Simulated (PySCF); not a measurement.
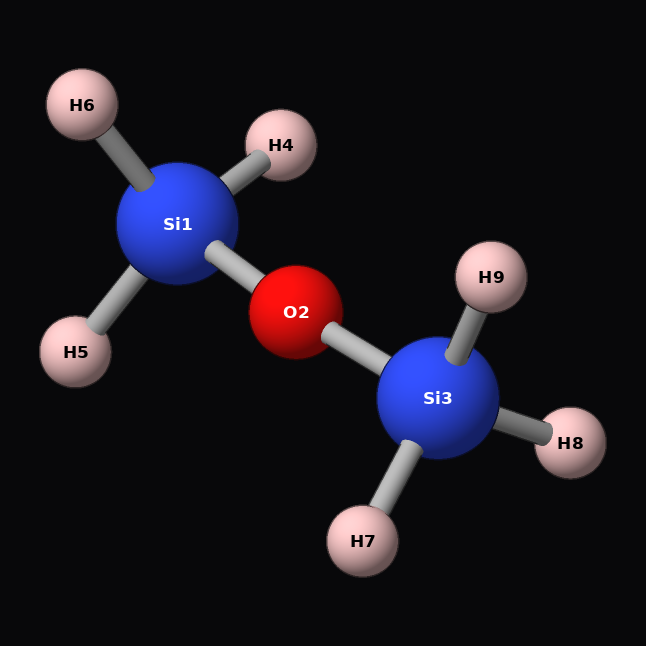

The geometry was computed by an optimisation with GFN2-xTB. No frequency run is at hand to confirm it as a minimum. Properties computed with GIAO PBE0/pcSseg-1 NMR shielding, non-relativistic, gas phase (PySCF 2.14.0). Principal shieldings σ11 ≤ σ22 ≤ σ33, span Ω = σ33 − σ11, skew κ = 3(σiso − σ22)/Ω.

Give the shielding tensors of the O atoms.

| atom | σ11 | σ22 | σ33 | σiso | Ω | κ |
| --- | --- | --- | --- | --- | --- | --- |
| O2 | 248.9 | 396.9 | 401.0 | 348.9 | 152.1 | −0.95 |

Shieldings and span in ppm.

The geometry is semi-empirical. Around Si such bond lengths and angles can be off by a tenth of an ångström or more and by several degrees, and values that hang on the shape move with them.
